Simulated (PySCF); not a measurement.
## Run report: C₂H₅GeN₃, geometry relaxation

C₂H₅GeN₃, SMILES [GeH3][n]1nccn1, computed with PBE0-D3(BJ)/def2-SVP geometry optimisation, gas phase (PySCF 2.14.0).

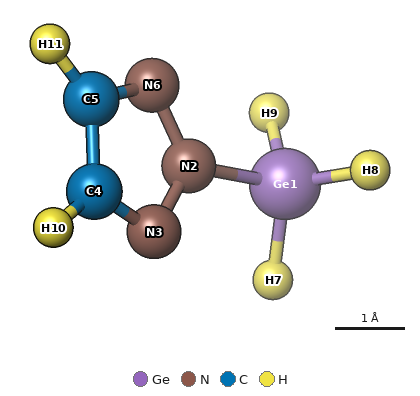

Fig. 1: The input geometry (ball-and-stick view, seen at a tilt; atoms are numbered from 1 in the order of the input). Sticks mark near contacts. Bond lengths as drawn: C–C 1.39 Å, C–H 1.09 Å, C–N 1.28 to 1.32 Å, Ge–H 1.46 to 1.51 Å, Ge–N 1.86 Å and N–N 1.32 to 1.33 Å.

## Input file
```
{"job": {"xc": "PBE0", "basis": "def2-SVP", "d3": "d3bj", "grid": 1, "maxiter": 30, "shake": 0.01, "kind": "geom"}, "charge": 0, "multiplicity": 1}
Ge     2.069180    -0.036730    -0.164040
N      0.214450     0.036570    -0.034210
N     -0.602180    -0.279130    -1.035790
C     -1.770400    -0.184340    -0.533200
C     -1.695860     0.192300     0.799820
N     -0.411250     0.336530     1.086400
H      2.342980     0.305360    -1.592080
H      2.499300    -1.388010     0.189250
H      2.530110     1.005200     0.828430
H     -2.675830    -0.389550    -1.111140
H     -2.462390     0.375970     1.550890
```

The first line tells a small driver script what to run in PySCF; the rest is the geometry in Å.

Launched with:
```bash
OMP_NUM_THREADS=1 python <driver script> task.json out
```

## The program's output
```
step   0  E = -2319.46793428  max force = 0.068062
step   1  E = -2319.47394473  max force = 0.014034
step   2  E = -2319.47432944  max force = 0.005750
step   3  E = -2319.47421676  max force = 0.005362
step   4  E = -2319.47439324  max force = 0.001400
step   5  E = -2319.47439157  max force = 0.001927
step   6  E = -2319.47440945  max force = 0.000317
step   7  E = -2319.47440957  max force = 0.000248
optimisation converged
```

## Trajectory as extended XYZ (Å, eV, eV/Å), 8 frames, from step=0 to step=7
```
11
Properties=species:S:1:pos:R:3:forces:R:3 step=0 energy=-63115.93732
Ge    2.0692   -0.0367   -0.1640   -0.3710   1.0462   0.0246
N     0.2145    0.0366   -0.0342   -0.4498   0.0727  -0.1053
N    -0.6022   -0.2791   -1.0358    2.7966  -0.2834  -1.1034
C    -1.7704   -0.1843   -0.5332   -3.4999  -0.2180  -0.0607
C    -1.6959    0.1923    0.7998    0.3067   0.3922   0.9875
N    -0.4113    0.3365    1.0864    0.1942  -0.0291   0.4900
H     2.3430    0.3054   -1.5921    0.2288   0.1618  -0.6417
H     2.4993   -1.3880    0.1893    0.4376  -1.3659   0.3625
H     2.5301    1.0052    0.8284    0.2157   0.2186   0.1882
H    -2.6758   -0.3896   -1.1111    0.1734   0.0185  -0.0492
H    -2.4624    0.3760    1.5509   -0.0324  -0.0135  -0.0924
11
Properties=species:S:1:pos:R:3:forces:R:3 step=1 energy=-63116.10087
Ge    1.5072    0.0383   -0.1845    0.0835  -0.2943   0.0201
N    -0.3771    0.0879   -0.0384    0.1678  -0.0252  -0.0218
N    -1.1692   -0.2352   -1.0434   -0.5156   0.0316   0.1241
C    -2.4028   -0.1432   -0.5301    0.7216  -0.0106  -0.2061
C    -2.2794    0.2420    0.8139   -0.1131  -0.0182   0.0176
N    -0.9894    0.3753    1.0965   -0.0093   0.0378   0.0572
H     1.8229    0.3857   -1.6501   -0.0483  -0.0418   0.1677
H     1.9691   -1.4051    0.1852   -0.1490   0.4015  -0.1057
H     2.0297    1.0777    0.8162   -0.0460  -0.0634  -0.0636
H    -3.2780   -0.3428   -1.1385   -0.1206  -0.0297  -0.0381
H    -3.0523    0.4230    1.5577    0.0290   0.0123   0.0487
11
Properties=species:S:1:pos:R:3:forces:R:3 step=2 energy=-63116.11134
Ge    1.5027    0.0355   -0.1834    0.0116  -0.0486   0.0275
N    -0.3741    0.0930   -0.0415    0.1794   0.0970   0.0539
N    -1.1641   -0.2282   -1.0495   -0.2957   0.0000   0.1992
C    -2.3880   -0.1424   -0.5319    0.0257  -0.0666  -0.2579
C    -2.2774    0.2405    0.8151    0.0674  -0.0014  -0.0706
N    -0.9871    0.3827    1.0937    0.0192  -0.0487   0.0423
H     1.8168    0.3773   -1.6395    0.0027   0.0070  -0.0110
H     1.9438   -1.3892    0.1823   -0.0139   0.0326  -0.0090
H     2.0231    1.0698    0.8141    0.0059   0.0124   0.0040
H    -3.2671   -0.3507   -1.1382   -0.0219   0.0068   0.0217
H    -3.0480    0.4152    1.5634    0.0197   0.0095  -0.0001
11
Properties=species:S:1:pos:R:3:forces:R:3 step=3 energy=-63116.10828
Ge    1.5044    0.0363   -0.1798   -0.0374   0.0770  -0.0258
N    -0.3698    0.0925   -0.0403   -0.1155  -0.0570  -0.1047
N    -1.1709   -0.2312   -1.0424    0.1571  -0.0257  -0.2243
C    -2.3955   -0.1449   -0.5400    0.2253   0.0421   0.1331
C    -2.2696    0.2386    0.8067   -0.1926   0.0405   0.2757
N    -0.9812    0.3750    1.0967   -0.1759   0.0111  -0.0947
H     1.8173    0.3784   -1.6322    0.0246   0.0244  -0.0731
H     1.9387   -1.3787    0.1827    0.0572  -0.1597   0.0435
H     2.0223    1.0698    0.8170    0.0111   0.0343   0.0247
H    -3.2799   -0.3508   -1.1425    0.0636   0.0154   0.0401
H    -3.0351    0.4186    1.5587   -0.0175  -0.0023   0.0054
11
Properties=species:S:1:pos:R:3:forces:R:3 step=4 energy=-63116.11308
Ge    1.5048    0.0362   -0.1812   -0.0219   0.0308  -0.0041
N    -0.3712    0.0925   -0.0421   -0.0551  -0.0177   0.0290
N    -1.1683   -0.2316   -1.0459   -0.0038   0.0103  -0.0598
C    -2.3909   -0.1438   -0.5369    0.0404  -0.0067  -0.0122
C    -2.2756    0.2395    0.8110    0.0206  -0.0107   0.0457
N    -0.9858    0.3749    1.0946   -0.0323   0.0377  -0.0039
H     1.8197    0.3793   -1.6356    0.0094   0.0121  -0.0303
H     1.9419   -1.3832    0.1827    0.0266  -0.0720   0.0197
H     2.0225    1.0710    0.8165    0.0050   0.0155   0.0085
H    -3.2734   -0.3500   -1.1400    0.0116   0.0044   0.0096
H    -3.0429    0.4188    1.5615   -0.0005  -0.0036  -0.0021
11
Properties=species:S:1:pos:R:3:forces:R:3 step=5 energy=-63116.11303
Ge    1.5035    0.0353   -0.1808    0.0003  -0.0059   0.0005
N    -0.3733    0.0990   -0.0404    0.0991   0.0796  -0.0262
N    -1.1661   -0.2229   -1.0485   -0.0438  -0.0368   0.0571
C    -2.3889   -0.1440   -0.5376    0.0234  -0.0053  -0.0154
C    -2.2759    0.2366    0.8118   -0.0444   0.0392   0.0145
N    -0.9883    0.3856    1.0951   -0.0128  -0.0944  -0.0325
H     1.8196    0.3769   -1.6378   -0.0002  -0.0017   0.0088
H     1.9397   -1.3894    0.1861   -0.0075   0.0173  -0.0036
H     2.0255    1.0714    0.8153    0.0016  -0.0018  -0.0019
H    -3.2698   -0.3538   -1.1405   -0.0098   0.0032   0.0008
H    -3.0451    0.4089    1.5618   -0.0059   0.0065  -0.0021
11
Properties=species:S:1:pos:R:3:forces:R:3 step=6 energy=-63116.11352
Ge    1.5043    0.0363   -0.1805   -0.0008  -0.0073   0.0011
N    -0.3724    0.0969   -0.0412    0.0159   0.0049   0.0084
N    -1.1668   -0.2273   -1.0475   -0.0163   0.0019   0.0046
C    -2.3893   -0.1444   -0.5378    0.0032  -0.0014  -0.0125
C    -2.2770    0.2375    0.8113    0.0056  -0.0036   0.0030
N    -0.9884    0.3784    1.0951   -0.0026   0.0015  -0.0061
H     1.8210    0.3794   -1.6367   -0.0006  -0.0003   0.0041
H     1.9419   -1.3875    0.1856   -0.0017   0.0066  -0.0010
H     2.0244    1.0725    0.8164   -0.0001  -0.0006  -0.0014
H    -3.2709   -0.3516   -1.1409   -0.0017   0.0001   0.0004
H    -3.0460    0.4135    1.5608   -0.0008  -0.0019  -0.0006
11
Properties=species:S:1:pos:R:3:forces:R:3 step=7 energy=-63116.11352
Ge    1.5045    0.0366   -0.1797   -0.0017  -0.0002  -0.0003
N    -0.3721    0.0981   -0.0417   -0.0128   0.0083   0.0045
N    -1.1669   -0.2260   -1.0480   -0.0001  -0.0018  -0.0104
C    -2.3893   -0.1443   -0.5386    0.0040  -0.0042  -0.0011
C    -2.2772    0.2364    0.8109    0.0096   0.0047  -0.0007
N    -0.9887    0.3790    1.0943   -0.0005  -0.0062   0.0084
H     1.8222    0.3788   -1.6356    0.0004   0.0006  -0.0005
H     1.9410   -1.3867    0.1872    0.0005  -0.0018   0.0013
H     2.0246    1.0730    0.8168   -0.0001   0.0006   0.0002
H    -3.2710   -0.3519   -1.1417    0.0007   0.0000  -0.0006
H    -3.0463    0.4108    1.5607    0.0000   0.0000  -0.0007
```

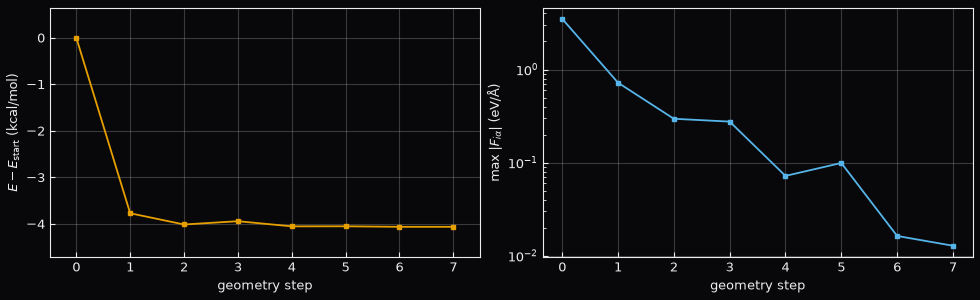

Fig. 2: Progress of the relaxation, step by step (steps are counted from 0).

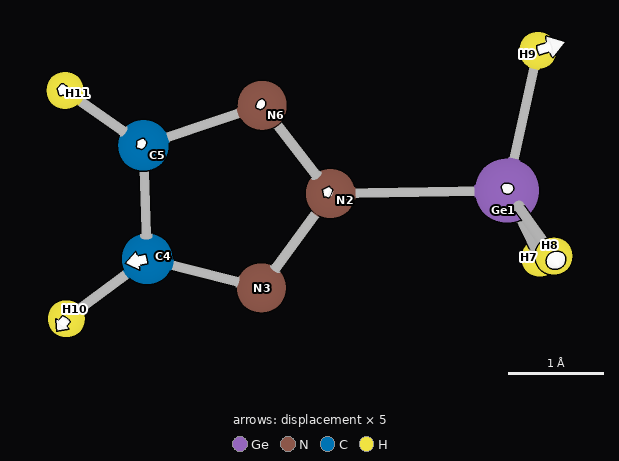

Fig. 3: The starting structure with the displacements as white arrows, magnified 5 times (ball-and-stick view, seen at a tilt). The two geometries are laid on each other by the best rigid fit. H9 moves most after the best rigid fit: 0.066 Å. Largest moves by element: H 0.066 Å, C 0.050 Å, Ge 0.023 Å, N 0.022 Å. Among the contacts that change: Ge1–H8 1.461 → 1.533 Å, N3–C4 1.275 → 1.327 Å, Ge1–H7 1.494 → 1.529 Å, Ge1–N2 1.861 → 1.883 Å. Among the angles that change: C5–C4–H10 127.1° → 130.4°, N3–C4–C5 110.5° → 108.2°, N2–Ge1–H9 103.4° → 105.6°. After 7 geometry steps the energy has fallen by 4.06 kcal/mol. Largest force component: 3.5 eV/Å at the start, 0.013 eV/Å at the end. (Atoms are counted from 1 in the order of the input.)

## Results in brief

| quantity | value |
| --- | --- |
| outcome | converged |
| total energy | −2319.474410 hartree |
| dipole moment | 0.83 D |
| point group | Cs |
| hardware | 1 CPU thread, shared host |
| wall time | 49 s |
| peak memory | 0.53 GiB |
